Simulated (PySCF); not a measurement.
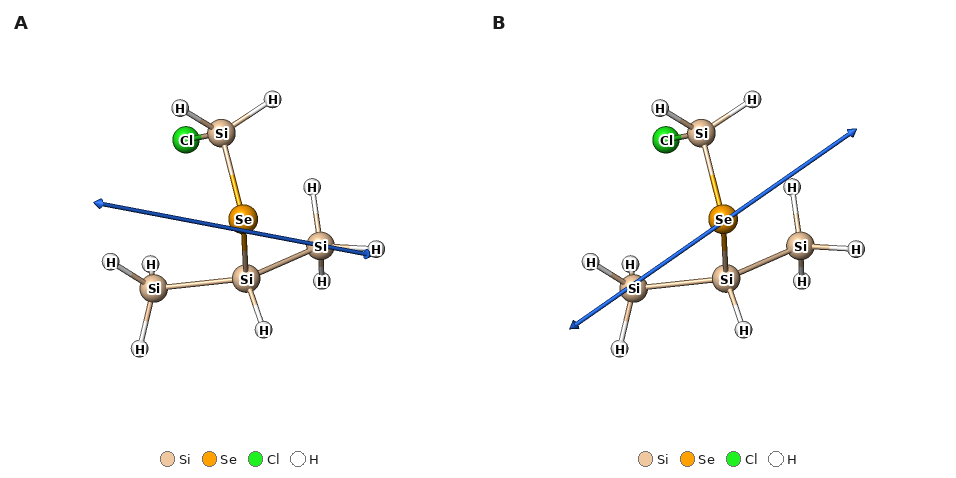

The double arrows show the directions of two transition dipoles from the ground state (lengths mean nothing). The computed structure is the end point of a GFN2-xTB optimisation. No frequency run is at hand to confirm it as a minimum. Properties computed with TDDFT CAM-B3LYP/def2-SVPD, vertical, gas phase, core orbitals frozen in the response (PySCF 2.14.0).

### One belongs to singlet state 5 and one to singlet state 6. Which is which?

A: state 6, 6.27 eV (198 nm), oscillator strength 0.035, mainly HOMO → LUMO+4 (weight 0.62).
B: state 5, 6.02 eV (206 nm), oscillator strength 0.060, of mixed character, with the largest part HOMO → LUMO+3 (weight 0.43).

The geometry is semi-empirical. Around Se, Si such bond lengths and angles can be off by a tenth of an ångström or more and by several degrees, and values that hang on the shape move with them.
